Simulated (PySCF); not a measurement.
# FCI/STO-3G run of BNH4 (BH2(NH2))

Aim: the vertical ionisation energy of BNH4 (BH2(NH2)) at FCI/STO-3G, from 2 runs. The job is set up through a Python script.

The results are computed with PySCF 2.14.0.

6 further runs of the same task are left out: 6 set aside as unsound or not needed.

### Step 1. The structure to begin with

BNH4 has 6 atoms, charge 0, and is taken as a singlet. As SMILES, `[H]B([H])N`. The shape is that of a GFN2-xTB optimisation.

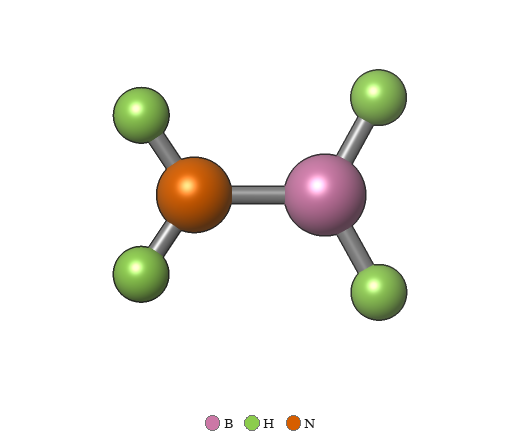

The structure, seen from a chosen angle (boron pink, hydrogen green, nitrogen orange).

### Step 2. The energy at FCI/STO-3G

Input file mol.xyz:

```xyz
6

B      0.341950     0.595150     0.003650
H      1.330110     0.674300     0.627440
H     -0.078600     1.496820    -0.614110
N     -0.345390    -0.598720    -0.003870
H     -1.199300    -0.750580    -0.515060
H     -0.048780    -1.416960     0.501960
```

Input file run.py:

```python
from pyscf import gto, mcscf
from pyscf import fci

molecule = gto.M(
    atom='mol.xyz',
    basis='sto-3g',
    verbose=4,
    charge=0,
    spin=0,
    max_memory=1860,
)

calc0 = molecule.RHF()
calc0.conv_tol = 1e-10
calc0.kernel()
if not calc0.converged:
    calc0 = calc0.newton().run(calc0.mo_coeff, calc0.mo_occ)

cas = mcscf.CASCI(calc0, calc0.mo_coeff.shape[-1] - 2, (molecule.nelec[0] - 2, molecule.nelec[1] - 2))  # full CI above the frozen core
cas.fcisolver = fci.direct_spin0.FCI(molecule)  # even spin states alone
cas.kernel()
print('<S^2> = %.4f' % cas.fcisolver.spin_square(cas.ci, cas.ncas, cas.nelecas)[0])
energy = cas.e_tot
print('Final energy', energy)
```

The run is started by

```
$ OMP_NUM_THREADS=1 python run.py
```

Log:

```text
PySCF version 2.14.0

[INPUT] num. atoms = 6
[INPUT] num. electrons = 16
[INPUT] charge = 0
[INPUT] spin (= nelec alpha-beta = 2S) = 0
[INPUT] symmetry False subgroup None
[INPUT] Mole.unit = angstrom
[INPUT] Symbol           X                Y                Z      unit          X                Y                Z       unit  Magmom
[INPUT]  1 B      0.341950000000   0.595150000000   0.003650000000 AA    0.646191848295   1.124670503035   0.006897500355 Bohr   0.0
[INPUT]  2 H      1.330110000000   0.674300000000   0.627440000000 AA    2.513543615545   1.274242325794   1.185689759597 Bohr   0.0
[INPUT]  3 H     -0.078600000000   1.496820000000  -0.614110000000 AA   -0.148532473391   2.828579857771  -1.160499710357 Bohr   0.0
[INPUT]  4 N     -0.345390000000  -0.598720000000  -0.003870000000 AA   -0.652692506164  -1.131416825300  -0.007313240102 Bohr   0.0
[INPUT]  5 H     -1.199300000000  -0.750580000000  -0.515060000000 AA   -2.266348541191  -1.418390634576  -0.973322337718 Bohr   0.0
[INPUT]  6 H     -0.048780000000  -1.416960000000   0.501960000000 AA   -0.092180840356  -2.677666329464   0.948566925487 Bohr   0.0

nuclear repulsion = 32.5354765797924
number of shells = 10
number of NR pGTOs = 42
number of NR cGTOs = 14
basis = sto-3g
ecp = {}

******** <class 'pyscf.scf.hf.RHF'> ********
method = RHF
initial guess = minao
damping factor = 0
level_shift factor = 0
DIIS = <class 'pyscf.scf.diis.CDIIS'>
diis_start_cycle = 1
diis_space = 8
diis_damp = 0
SCF conv_tol = 1e-10
SCF conv_tol_grad = None
SCF max_cycles = 50
direct_scf = True
direct_scf_tol = 1e-13
Set gradient conv threshold to 1e-05
Initial guess from minao.
init E= -80.5557650574539
  HOMO = -0.285134209200431  LUMO = 0.210363883734756  gap/eV = 13.48319
cycle= 1 E= -80.4430729612156  delta_E= 0.113  |g|= 0.238  |ddm|= 2.65
  HOMO = -0.341404172500573  LUMO = 0.346744990507931  gap/eV = 18.72549
cycle= 2 E= -80.463527103178  delta_E= -0.0205  |g|= 0.0666  |ddm|= 0.39
  HOMO = -0.387720677263326  LUMO = 0.339013475971178  gap/eV = 19.77544
cycle= 3 E= -80.465199231327  delta_E= -0.00167  |g|= 0.0206  |ddm|= 0.104
  HOMO = -0.380374376322286  LUMO = 0.337599149182458  gap/eV = 19.53705
cycle= 4 E= -80.4653648763828  delta_E= -0.000166  |g|= 0.00231  |ddm|= 0.0356
  HOMO = -0.379685749621829  LUMO = 0.338471722186973  gap/eV = 19.54206
cycle= 5 E= -80.4653688754417  delta_E= -4e-06  |g|= 0.000781  |ddm|= 0.00527
  HOMO = -0.379783083459492  LUMO = 0.338243345007011  gap/eV = 19.53849
cycle= 6 E= -80.4653693285673  delta_E= -4.53e-07  |g|= 8.15e-05  |ddm|= 0.0023
  HOMO = -0.379773785079381  LUMO = 0.338256704425181  gap/eV = 19.53860
cycle= 7 E= -80.4653693325256  delta_E= -3.96e-09  |g|= 6.3e-06  |ddm|= 0.000205
  HOMO = -0.379774320318717  LUMO = 0.338256613484932  gap/eV = 19.53862
cycle= 8 E= -80.4653693325461  delta_E= -2.05e-11  |g|= 8.87e-07  |ddm|= 1.25e-05
  HOMO = -0.379774301652472  LUMO = 0.33825661744134  gap/eV = 19.53862
Extra cycle  E= -80.4653693325465  delta_E= -3.98e-13  |g|= 2.69e-07  |ddm|= 1.43e-06
converged SCF energy = -80.4653693325465

******** <class 'pyscf.mcscf.casci.CASCI'> ********
CAS (6e+6e, 12o), ncore = 2, nvir = 0
natorb = False
canonicalization = True
sorting_mo_energy = False
******** <class 'pyscf.fci.direct_spin0.FCISolver'> ********
max. cycles = 100
conv_tol = 1e-10
davidson only = False
linear dependence = 1e-14
level shift = 0.001
max iter space = 12
nroots = 1
pspace_size = 400
spin = None
Density matrix diagonal elements [1.98708744 1.97986689 1.97735842 1.97634152 1.97775912 1.95552658
 0.0452107  0.0222682  0.02236084 0.02075144 0.01872948 0.01673937]
CASCI converged
CASCI E = -80.5855429159434  E(CI) = -33.6088715996153  S^2 = 0.0000000
<S^2> = 0.0000
Final energy -80.58554291594336
```

Run time: 8.4 s. Hardware: 1 thread of Arm Neoverse V2, shared host; peak memory 0.3 GiB.

### Step 3. The doublet cation, same level

Input file calc.py:

```python
from pyscf import gto, mcscf

mol = gto.Mole()
mol.atom = [
    ('B', (0.341950, 0.595150, 0.003650)),
    ('H', (1.330110, 0.674300, 0.627440)),
    ('H', (-0.078600, 1.496820, -0.614110)),
    ('N', (-0.345390, -0.598720, -0.003870)),
    ('H', (-1.199300, -0.750580, -0.515060)),
    ('H', (-0.048780, -1.416960, 0.501960)),
]
mol.basis = 'sto-3g'
mol.spin = 1
mol.charge = 1
mol.verbose = 3
mol.max_memory = 1860
mol.build()

calc0 = mol.ROHF()
calc0.conv_tol = 1e-10
calc0.kernel()
if not calc0.converged:
    calc0 = calc0.newton().run(calc0.mo_coeff, calc0.mo_occ)

cas = mcscf.CASCI(calc0, calc0.mo_coeff.shape[-1] - 2, (mol.nelec[0] - 2, mol.nelec[1] - 2))  # full CI above the frozen core
cas.fix_spin_(ss=0.75)
cas.kernel()
etot = cas.e_tot
print('E = %.10f Eh' % etot)
```

The run is started by

```
$ OMP_NUM_THREADS=1 python calc.py
```

Log:

```text
converged SCF energy = -80.1598674497562
CASCI E = -80.2558294435829  E(CI) = -33.2783124087129  S^2 = 0.7500000
E = -80.2558294436 Eh
```

It took 14 s on 1 thread of Arm Neoverse V2, shared host; peak memory 0.28 GiB.

### Step 4. Results

Level: FCI/STO-3G, 2 core orbitals frozen.

```
                                                   quantity         value
                                 singlet BNH4: total energy  -80.58554 Eh
         singlet BNH4: dipole moment (Hartree–Fock density)        1.75 D
          singlet BNH4: HOMO energy (Hartree–Fock orbitals)     -10.33 eV
          singlet BNH4: LUMO energy (Hartree–Fock orbitals)       9.20 eV
        singlet BNH4: HOMO–LUMO gap (Hartree–Fock orbitals)      19.54 eV
  singlet BNH4: correlation energy (2 core orbitals frozen)    -120.2 mEh
                               doublet cation: total energy  -80.25583 Eh
doublet cation: correlation energy (2 core orbitals frozen)     -96.0 mEh
         vertical ionisation energy (to the doublet cation)      8.972 eV
```

Removing an electron at fixed nuclei costs 8.97 eV (866 kJ/mol). In a minimal basis such a difference can be off by several eV, whatever the method. Mulliken charges (doublet cation) of the mean-field density run from -0.21 on N4 to +0.42 on B1; they depend strongly on the basis.
